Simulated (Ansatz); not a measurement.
# Mo (Im-3m, 1 atom in the cell): converging a phonon calculation

How do the frequencies of Mo (Im-3m, 1 atom in the cell) move with q mesh, k mesh and cutoff?

Program: Ansatz 0.2.0. Level of theory: DFT PBEsol, scalar-relativistic, plane waves, PAW. Results are calculated unless marked as measured.

## 1. Set-up

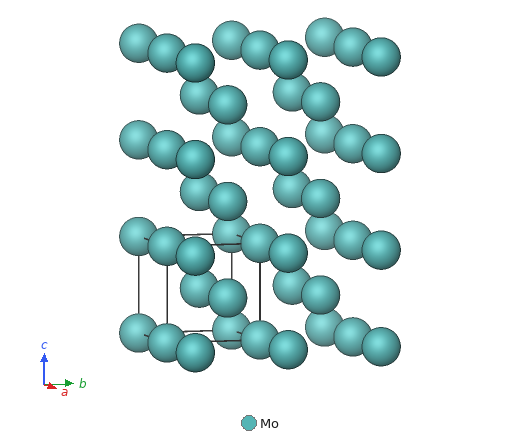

The cell as given, slightly off an axis (molybdenum teal). 2×2×3 cells are drawn. This picture shows the conventional cell, with its axes. Some periodic images of atoms are drawn too.

## 2. Tight relaxation

Phonons need a cell at rest on their own settings, so the relaxation is repeated with tight tolerances on forces and stress, using the mesh and the filling of the phonon run that follows.

Contents of input.yaml:

```yaml
crystal:
  lattice:
    - [-1.5646440654, 1.5646440654, 1.5646440654]
    - [1.5646440654, -1.5646440654, 1.5646440654]
    - [1.5646440654, 1.5646440654, -1.5646440654]
  atoms:
    - { symbol: Mo, position: [0.0, 0.0, 0.0] }
kpoints:
  mp_grid: { grid: [20, 20, 20] }
hamiltonian:
  xc: pbesol
scf:
  occupations: { method: methfessel_paxton, width: 0.2 }
output:
  forces: true
  stress: true
  eigenvalues: true
relax:
  adjacent_minimum: "off"
  f_tol: 0.001
  max_steps: 60
  cell: { stress_tol: 0.01 }
```

Started as:

```sh
ansatz run input.yaml --threads 4 --pin off --max-ram 7168MiB --backend cpu --events-out ev --progress --plain --runs-dir out
```

Numbers of over 12 decimals in the logs are rounded to 6 here.

The program printed:

```text
Engine: ansatz 0.2.0, aarch64-unknown-linux-gnu
Pseudopotentials: kind: paw
Pseudopotential: Mo, paw, valence charge 14, recommended cutoff 420 eV (normal), Mo.paw.azcp
Functional definition: PBEsol
  exchange = pbesol_x
  correlation = pbesol_c
Crystal: 1 atoms, lattice volume = 15.322 Å³
[...]
--- Relaxed structure (3 steps of the walk, 2 accepted, 1 SCFs on fresh bases) ---
  F+E_penalty+E_count = -4897.47177474 eV   max|allowed force component| = 0.000e0 eV/Å   (the final SCF, on the basis selected at the relaxed cell)
  cell:  # Å, volume = 15.3319 Å³
    - [-1.564991, 1.564991, 1.564991]
    - [1.564991, -1.564991, 1.564991]
    - [1.564991, 1.564991, -1.564991]
  atoms:
    - { symbol: Mo, position: [0.0, 0.0, 0.0] }
[key lines of the parts left out:]
SCF converged after 4 iterations
Free energy (F): -4897.471775 eV
Fermi energy:    21.468254 eV
P = ⅓ Tr σ = -0.0001 GPa (-0.001 kbar)
```

Elapsed: 2.6 s, on 4 threads of Arm Neoverse V2, shared host; peak memory 0.33 GiB; 9 s of CPU time.

Little changed from the start: no atom moved by 0.005 Å and no cell edge by 0.1 %.

This step gave:

* pressure: -1.24e-4 GPa
* volume per atom: 15.33 Å³
* gap on the k-mesh: 0 eV

The forces vanish by symmetry and the pressure is 0.000 GPa, within the tolerances set. The cell now holds 15.33 Å³/atom.

## 3. The dispersion

Stability and thermal properties need the whole zone. Linear response on a 4×4×4 q mesh gives force constants as far as a supercell of that size would.

Contents of input.yaml:

```yaml
crystal:
  lattice:
    - [-1.5649913637, 1.5649913637, 1.5649913637]
    - [1.5649913637, -1.5649913637, 1.5649913637]
    - [1.5649913637, 1.5649913637, -1.5649913637]
  atoms:
    - { symbol: Mo, position: [0.0, 0.0, 0.0] }
kpoints:
  mp_grid: { grid: [20, 20, 20] }
hamiltonian:
  xc: pbesol
scf:
  occupations: { method: methfessel_paxton, width: 0.2 }
output:
  eigenvalues: true
phonons:
  method: dfpt
  qmesh: [4, 4, 4]
  temperatures: { t_max: 1000, t_step: 50 }
  qpath:
    path:
      - [[0.0, 0.0, 0.0], [0.5, -0.5, 0.5], [0.0, 0.0, 0.5], [0.0, 0.0, 0.0], [0.25, 0.25, 0.25], [0.5, -0.5, 0.5]]
      - [[0.25, 0.25, 0.25], [0.0, 0.0, 0.5]]
    npoints: 10
```

The program printed:

```text
[...]
Crystal: 1 atoms, lattice volume = 15.332 Å³
Basis set: ecut = 420 eV, 321 PW (Γ), exchange–correlation on 40×40×40 points (8 copies of the dense FFT grid, shifted against one another)
Bands: 11, of which v1, the nominal top of the filled ones, is band 7 counted from 1 (6 counted from 0)
Symmetry: 48 space group operations
k-points: 256 of 8000
[...]
SCF iter   1: F=—  HF=-4897.473297 eV  |F-HF|=—  |Δ(HF+E_count)|=         —  Δρ=6.34e-3  dr2=4.34e-3  ethr=1.77e-3  ⟨swp⟩=4.9  Hψ=15260  notcnv=0
[...]
SCF iter   7: F=-4897.471775 eV  HF=-4897.471775 eV  |F-HF|=9.09e-13  |Δ(HF+E_count)|=  5.46e-12  S|Δr|=    0.00e0  Δρ=4.53e-8  dr2=2.26e-13  ethr=1.00e-12  ⟨swp⟩=5.2  Hψ=10295  notcnv=0
SCF 1 converged in 7 iterations: F = -4897.471775 eV  dr2 = 2.26e-13
[...]
NSCF: frozen V_eff on 256 k-points
[...]
DFPT response loops at q = (0, 0, 0) (fractional): preconditioner auto → Kerker (q_TF=auto, 2.687 Å⁻¹) (partly filled bands, converged f_vac=0.000); β = 1.00, the filter's whole step (`scf.mixing.beta` (0.50) is not read by the response loops under this deck's `scf.mixing.preconditioner`; to damp them name `kerker` or `kerker_dos`, under which they read `scf.mixing.beta`, and type it under 1.00, their step now; both keys bind the ground state too); Broyden in place of MSR1
[...]
SCF converged after 7 iterations
[...]
Free energy (F): -4897.471775 eV
[...]
Internal energy: -4897.471765 eV  (E = F + TS)
E sigma→0 (E₀):  -4897.471772 eV
Entropy (-TS):   -0.000010 eV (-0.010 meV/atom)
Fermi energy:    21.468255 eV
[...]
--- Band table (eV; the first three rows and the last of 256) ---
  k-point 0: bands = [... 3 lower, -12.9888, 14.1137, 20.0433, 20.0433, 20.0433, 23.1265, 23.1265, 36.1406]
  k-point 1: bands = [... 3 lower, -12.9891, 14.2277, 19.9782, 20.0333, 20.1505, 23.0274, 23.1280, 36.2279]
  k-point 2: bands = [... 3 lower, -12.9900, 14.5559, 19.7946, 19.9905, 20.4686, 22.7961, 23.1360, 36.4503]
  k-point 255: bands = [... 3 lower, -14.0177, 15.8348, 15.8348, 25.5627, 25.5627, 25.5627, 30.6064, 30.6064]
--- Phonons (Γ-DFPT): 1 representative perturbation + reference (Σ response iterations 3) ---
  ASR residual: 4.773e-5 → 0.000e0 eV/Å²; symmetrization residual: 4.926e-13 eV/Å²
  ASR residual per site (eV/Å²): 4.77e-5
  Γ frequencies (cm⁻¹): 0.00 0.00 0.00
--- Phonons (arbitrary-q DFPT): 8 irreducible q on the 4×4×4 mesh ---
  q = [0.0000, 0.0000, 0.0000] (star 1, of the zone-centre solve; hermiticity 3.42e-9, symmetrization 1.03e-8): -0.00 -0.00 0.00
  q = [0.0000, 0.0000, 0.2500] (star 12, 2 solved perturbations in 6410 linear systems a pass and spin channel, the states on 4200 of 8000 k-point pairs; hermiticity 1.68e-14, symmetrization 9.99e-14): 117.70 134.85 199.99
[...]
q = [0.2500, 0.2500, 0.2500] (star 2, 1 solved perturbation on 1116 of 8000 k-point pairs; hermiticity 3.90e-14, symmetrization 1.20e-13): 216.62 216.62 216.62
[...]
sum rule: each row above includes the acoustic sum rule's correction from the zone centre's row sums; it moved no ω² by more than (0.37 cm⁻¹)²
  mesh force constants: q→R imaginary residual 0.00e0; ASR residual 4.773e-5 → 0.000e0 eV/Å²; symmetrization residual 2.054e-15 eV/Å²
  interpolated dispersion: 62 rows × 3 modes
  density of states and harmonic sums: on the 28×28×28 q-mesh, interpolated from the force constants of a 4×4×4 supercell (no non-analytic term)
  largest difference from the sums on the solved wave vectors: F 1.04e-2 eV, S 1.44e-5 and C_V 4.03e-6 eV/K
  zero-point energy: 0.036138 eV/cell   skipped modes (ω ≤ 0): 3   left out of the sums: 4.56e-5 of the cell's modes: C_V's classical limit lies that fraction below 3 k_B per atom; for a crystal, a wire or a layer, F and S can be off by more, and a phonons.interpolated_qmesh denser along its periods is the remedy for the sampling
```

It took 100 s on 4 threads; peak memory 3.2 GiB.

This step gave:

```yaml
sum_rule_residual_before_enforcement: 4.77e-5 eV/Å²
lowest_frequency_on_the_path: 0 cm⁻¹
highest_frequency_on_the_path_or_at_a_solved_wavevector: 269.2 cm⁻¹
mean_frequency: 194.3 cm⁻¹
debye_temperature_second_moment: 369 K
logarithmic_mean_frequency: 188.6 cm⁻¹
lowest_mode_on_the_q_mesh_acoustic_modes_at_gamma_apart: 117.7 cm⁻¹
zero_point_energy_per_atom: 36.14 meV
heat_capacity_at_300_k: 23.15 J/(mol atoms K)
vibrational_entropy_at_300_k: 28.37 J/(mol atoms K)
```

Frequencies (cm⁻¹) solved at each irreducible wavevector; negative means imaginary. Frequencies by wavevector, by row:

```csv
q in reciprocal lattice units,star,mode 1,mode 2,mode 3
0 0 0,1,0,0,0
0 0 0.25,12,117.7,134.8,200
0 0 -0.5,6,164.4,198.7,269.1
0 0.25 0.25,24,190.1,205,242.3
0.25 0.25 0.25,2,216.6,216.6,216.6
0.25 0.25 -0.25,6,148.9,148.9,240.3
0.25 -0.5 -0.5,12,177.8,215.8,239
-0.5 -0.5 -0.5,1,175.4,175.4,175.4
```

Interpolated from a 4×4×4 q mesh. The phonon branches at the labelled points (cm⁻¹):

```
    point  branch 1  branch 2  branch 3
        Γ         0         0         0
        H       175       175       175
        N       164       199       269
        Γ         0         0         0
        P       217       217       217
        H       175       175       175
jump to P       217       217       217
        N       164       199       269
```

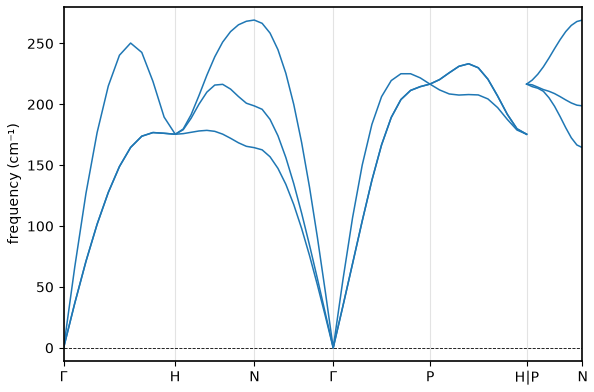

Phonon branches along the path.

Symmetry leaves 8 wavevectors to solve. The lowest mode among them, the acoustic zeros apart, lies at q = (0, 0, 0.25) and is real, 118 cm⁻¹.

## 4. Another q mesh, q mesh 2×2×2

The q mesh is changed to 2×2×2, to see how far the force constants must reach.

input.yaml: that of step 3 with these lines changed.

```diff
@@ -17,3 +17,3 @@
   method: dfpt
-  qmesh: [4, 4, 4]
+  qmesh: [2, 2, 2]
   temperatures: { t_max: 1000, t_step: 50 }
```

The program printed:

```text
[...]
Crystal: 1 atoms, lattice volume = 15.332 Å³
Basis set: ecut = 420 eV, 321 PW (Γ), exchange–correlation on 40×40×40 points (8 copies of the dense FFT grid, shifted against one another)
Bands: 11, of which v1, the nominal top of the filled ones, is band 7 counted from 1 (6 counted from 0)
Symmetry: 48 space group operations
k-points: 256 of 8000
[...]
SCF iter   1: F=—  HF=-4897.473297 eV  |F-HF|=—  |Δ(HF+E_count)|=         —  Δρ=6.34e-3  dr2=4.34e-3  ethr=1.77e-3  ⟨swp⟩=4.9  Hψ=15260  notcnv=0
[...]
SCF iter   7: F=-4897.471775 eV  HF=-4897.471775 eV  |F-HF|=9.09e-13  |Δ(HF+E_count)|=  5.46e-12  S|Δr|=    0.00e0  Δρ=4.53e-8  dr2=2.26e-13  ethr=1.00e-12  ⟨swp⟩=5.2  Hψ=10295  notcnv=0
SCF 1 converged in 7 iterations: F = -4897.471775 eV  dr2 = 2.26e-13
[...]
SCF converged after 7 iterations
[...]
Free energy (F): -4897.471775 eV
[...]
Internal energy: -4897.471765 eV  (E = F + TS)
E sigma→0 (E₀):  -4897.471772 eV
Entropy (-TS):   -0.000010 eV (-0.010 meV/atom)
Fermi energy:    21.468255 eV
[...]
--- Band table (eV; the first three rows and the last of 256) ---
  k-point 0: bands = [... 3 lower, -12.9888, 14.1137, 20.0433, 20.0433, 20.0433, 23.1265, 23.1265, 36.1406]
  k-point 1: bands = [... 3 lower, -12.9891, 14.2277, 19.9782, 20.0333, 20.1505, 23.0274, 23.1280, 36.2279]
  k-point 2: bands = [... 3 lower, -12.9900, 14.5559, 19.7946, 19.9905, 20.4686, 22.7961, 23.1360, 36.4503]
  k-point 255: bands = [... 3 lower, -14.0177, 15.8348, 15.8348, 25.5627, 25.5627, 25.5627, 30.6064, 30.6064]
[...]
ASR residual: 4.773e-5 → 0.000e0 eV/Å²; symmetrization residual: 4.926e-13 eV/Å²
  ASR residual per site (eV/Å²): 4.77e-5
  Γ frequencies (cm⁻¹): 0.00 0.00 0.00
--- Phonons (arbitrary-q DFPT): 3 irreducible q on the 2×2×2 mesh ---
[...]
interpolated dispersion: 62 rows × 3 modes
[...]
```

Wall time 16 s (4 threads); peak memory 1.1 GiB.

This step gave:

```
mean frequency                                        : 191.6 cm⁻¹
lowest mode on the q mesh (acoustic modes at Γ apart) : 164.4 cm⁻¹
```

Frequencies (cm⁻¹) solved at each irreducible wavevector; negative means imaginary. Frequencies by wavevector, by row:

| q in reciprocal lattice units | star | mode 1 | mode 2 | mode 3 |
| --- | --- | --- | --- | --- |
| 0 0 0 | 1 | 0 | 0 | 0 |
| 0 0 -0.5 | 6 | 164.4 | 198.7 | 269.1 |
| -0.5 -0.5 -0.5 | 1 | 175.4 | 175.4 | 175.4 |

Interpolated from a 2×2×2 q mesh, rough between the solved points. Phonon branches along the path, in cm⁻¹:

```csv
point,branch 1,branch 2,branch 3
Γ,0,0,0
H,175,175,175
N,164,199,269
Γ,0,0,0
P,249,249,249
H,175,175,175
jump to P,249,249,249
N,164,199,269
```

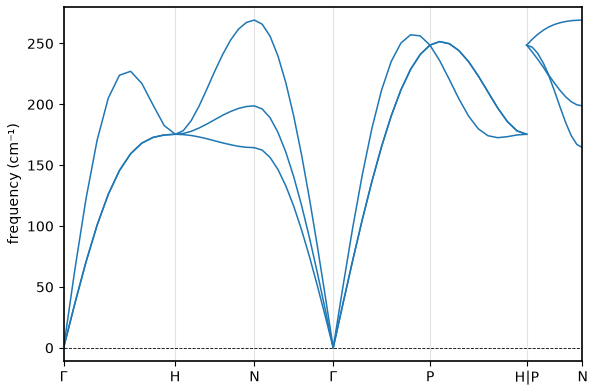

Phonon branches along the path.

The mean frequency is 191.6 cm⁻¹, -2.7 cm⁻¹ against the base run.

On this path the spectrum ends at 269 cm⁻¹ (at N). No branch goes imaginary on this path.

## 5. Another q mesh, k-mesh 21×21×21, q mesh 3×3×3

The q mesh is changed to 3×3×3, to see how far the force constants must reach; the k mesh is 21×21×21, against 20×20×20 in the base run, so that the q mesh divides it.

input.yaml: that of step 4 with these lines changed.

```diff
@@ -8,3 +8,3 @@
 kpoints:
-  mp_grid: { grid: [20, 20, 20] }
+  mp_grid: { grid: [21, 21, 21] }
 hamiltonian:
@@ -17,3 +17,3 @@
   method: dfpt
-  qmesh: [2, 2, 2]
+  qmesh: [3, 3, 3]
   temperatures: { t_max: 1000, t_step: 50 }
```

The program printed:

```text
[...]
Crystal: 1 atoms, lattice volume = 15.332 Å³
Basis set: ecut = 420 eV, 321 PW (Γ), exchange–correlation on 40×40×40 points (8 copies of the dense FFT grid, shifted against one another)
Bands: 11, of which v1, the nominal top of the filled ones, is band 7 counted from 1 (6 counted from 0)
Symmetry: 48 space group operations
k-points: 286 of 9261
[...]
k-point 285: bands = [... 3 lower, -14.0048, 15.8638, 15.8827, 25.4066, 25.4066, 25.5231, 30.4633, 30.8251]
[...]
ASR residual: 3.367e-5 → 0.000e0 eV/Å²; symmetrization residual: 6.063e-13 eV/Å²
  ASR residual per site (eV/Å²): 3.37e-5
  Γ frequencies (cm⁻¹): 0.00 0.00 0.00
--- Phonons (arbitrary-q DFPT): 4 irreducible q on the 3×3×3 mesh ---
[...]
interpolated dispersion: 62 rows × 3 modes
[...]
[key lines of the parts left out:]
SCF converged after 7 iterations
Free energy (F): -4897.468604 eV
Fermi energy:    21.484098 eV
```

The job ended after 52 s (4 threads; peak memory 2.1 GiB).

The mean frequency is 195.5 cm⁻¹, +1.2 cm⁻¹ against the base run, whose k mesh differs too.

## 6. Another q mesh, k-mesh 24×24×24, q mesh 6×6×6

The q mesh is changed to 6×6×6, to see how far the force constants must reach; the k mesh is 24×24×24, against 20×20×20 in the base run, so that the q mesh divides it.

input.yaml: that of step 5 with these lines changed.

```diff
@@ -8,3 +8,3 @@
 kpoints:
-  mp_grid: { grid: [21, 21, 21] }
+  mp_grid: { grid: [24, 24, 24] }
 hamiltonian:
@@ -17,3 +17,3 @@
   method: dfpt
-  qmesh: [3, 3, 3]
+  qmesh: [6, 6, 6]
   temperatures: { t_max: 1000, t_step: 50 }
```

The program printed:

```text
[...]
Crystal: 1 atoms, lattice volume = 15.332 Å³
Basis set: ecut = 420 eV, 321 PW (Γ), exchange–correlation on 40×40×40 points (8 copies of the dense FFT grid, shifted against one another)
Bands: 11, of which v1, the nominal top of the filled ones, is band 7 counted from 1 (6 counted from 0)
Symmetry: 48 space group operations
k-points: 413 of 13824
[...]
ASR residual: 4.477e-5 → 0.000e0 eV/Å²; symmetrization residual: 2.079e-13 eV/Å²
  ASR residual per site (eV/Å²): 4.48e-5
  Γ frequencies (cm⁻¹): 0.00 0.00 0.00
--- Phonons (arbitrary-q DFPT): 16 irreducible q on the 6×6×6 mesh ---
[...]
q = [0.0000, 0.1667, 0.3333] (star 48, 3 solved perturbations on 13824 of 13824 k-point pairs: no pair is spared here; hermiticity 2.44e-6, symmetrization 2.33e-18): 183.67 198.16 248.87
[...]
interpolated dispersion: 62 rows × 3 modes
[...]
[key lines of the parts left out:]
SCF converged after 7 iterations
Free energy (F): -4897.469676 eV
Fermi energy:    21.499152 eV
```

The job ended after 12 min (4 threads; peak memory 3.9 GiB).

Frequencies (cm⁻¹) solved at each irreducible wavevector; negative means imaginary. Frequencies by wavevector, by row:

```csv
q in reciprocal lattice units,star,mode 1,mode 2,mode 3
0 0 0,1,0,0,0
0 0 0.1667,12,78.2,94.2,148.8
0 0 0.3333,12,148.7,165.4,233.1
0 0 -0.5,6,152.5,195.3,269.4
0 0.1667 0.1667,24,141.2,143.1,216.1
0 0.1667 0.3333,48,183.7,198.2,248.9
0 0.3333 0.3333,8,209.5,231.8,231.8
0.1667 0.1667 0.1667,8,193.4,193.4,231.3
0.1667 0.1667 0.3333,12,201.5,219.9,237.3
0.1667 0.1667 -0.1667,6,110.5,110.5,205.5
0.1667 0.3333 -0.3333,24,160.5,166.1,242.8
0.1667 -0.5 -0.5,12,158.7,210.7,254.2
0.1667 -0.5 -0.3333,24,181.3,206.8,250.8
0.3333 0.3333 -0.3333,6,178.7,178.7,247.9
0.3333 -0.5 -0.5,12,175.4,211.8,219.9
-0.5 -0.5 -0.5,1,151.4,151.4,151.4
```

The mean frequency is 193.1 cm⁻¹, -1.2 cm⁻¹ against the base run, whose k mesh differs too.

## 7. Comparing the runs

Times are for 4 threads of Arm Neoverse V2, shared host. The series side by side:

```
no.  q mesh    k-mesh  mean frequency (cm⁻¹)  lowest frequency on the path (cm⁻¹)    time  memory (GiB)
  1   2×2×2  20×20×20                  191.6                                    0    16 s           1.1
  2   3×3×3  21×21×21                  195.5                                    0    52 s           2.1
  3   6×6×6  24×24×24                  193.1                                    0  12 min           3.9
```

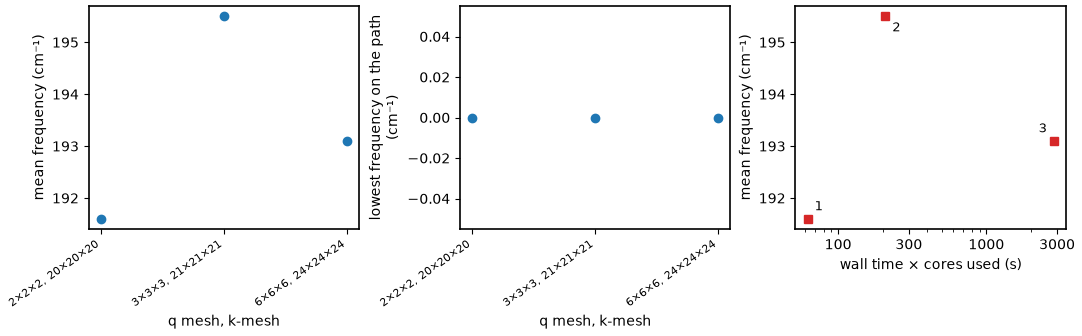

The series as plots; the last panel sets the first result against cost, with the runs numbered as in the table.

The runs together. Phonon density of states against wavenumber; read off at these points; values in 1/cm⁻¹/cell:

```
wavenumber (cm⁻¹)  2×2×2, 20×20×20  3×3×3, 21×21×21  6×6×6, 24×24×24
             20.0           8.0e-5           1.2e-4           1.5e-4
             40.0           3.9e-4           5.1e-4           5.6e-4
             60.0           9.3e-4          0.00116          0.00115
             80.0          0.00178          0.00213          0.00196
            100.0          0.00311          0.00348          0.00306
            120.0          0.00527           0.0054          0.00468
            140.0          0.00922          0.00828          0.00766
            160.0           0.0208           0.0131           0.0236
            172.5           0.0436           0.0187           0.0268
            180.0           0.0276           0.0267           0.0278
            197.5           0.0273           0.0355           0.0306
            200.0           0.0244           0.0353           0.0299
            220.0           0.0169           0.0143           0.0178
            240.0           0.0185           0.0198           0.0257
            247.5           0.0176           0.0473           0.0329
            257.5           0.0227           0.0135          0.00989
            260.0           0.0183          0.00692          0.00762
```

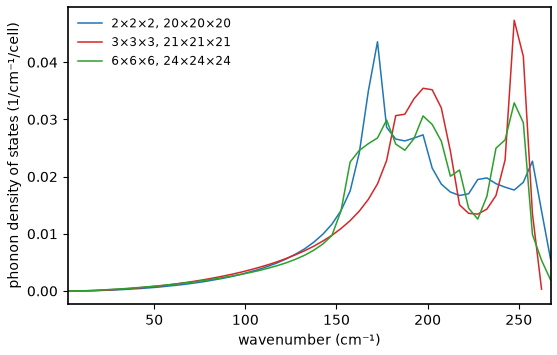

Phonon density of states, plotted against wavenumber.

The runs together, line C_V. The C_V by temperature; values in J/mol-atom/K:

| temperature (K) | 2×2×2, 20×20×20 | 3×3×3, 21×21×21 | 6×6×6, 24×24×24 |
| --- | --- | --- | --- |
| 0 | 0 | 0 | 0 |
| 50 | 3.94 | 3.75 | 3.87 |
| 100 | 13.8 | 13.5 | 13.7 |
| 150 | 18.9 | 18.6 | 18.8 |
| 200 | 21.2 | 21.1 | 21.2 |
| 250 | 22.5 | 22.4 | 22.4 |
| 300 | 23.2 | 23.1 | 23.2 |
| 350 | 23.6 | 23.6 | 23.6 |
| 400 | 23.9 | 23.9 | 23.9 |
| 450 | 24.1 | 24.1 | 24.1 |
| 500 | 24.3 | 24.3 | 24.3 |
| 550 | 24.4 | 24.4 | 24.4 |
| 600 | 24.5 | 24.5 | 24.5 |
| 650 | 24.6 | 24.5 | 24.5 |
| 700 | 24.6 | 24.6 | 24.6 |
| 750 | 24.6 | 24.6 | 24.6 |
| 800 | 24.7 | 24.7 | 24.7 |
| 850 | 24.7 | 24.7 | 24.7 |
| 900 | 24.7 | 24.7 | 24.7 |
| 950 | 24.8 | 24.8 | 24.8 |
| 1000 | 24.8 | 24.8 | 24.8 |

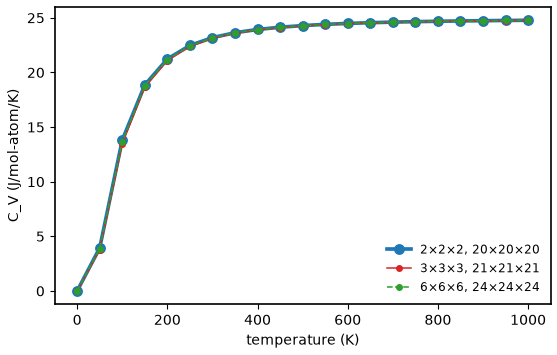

C_V against temperature.

[end of part 1 of 3]

[Logs are printed without paths, hosts, clocks, repeated set-up lines and the standing remarks that a program may print on its own settings, such as how far it seeks lower states.]

[Hosts, paths, dates, database ids (printed as entryN), source tags and the programs' standing remarks are cut or masked in the printed files.]
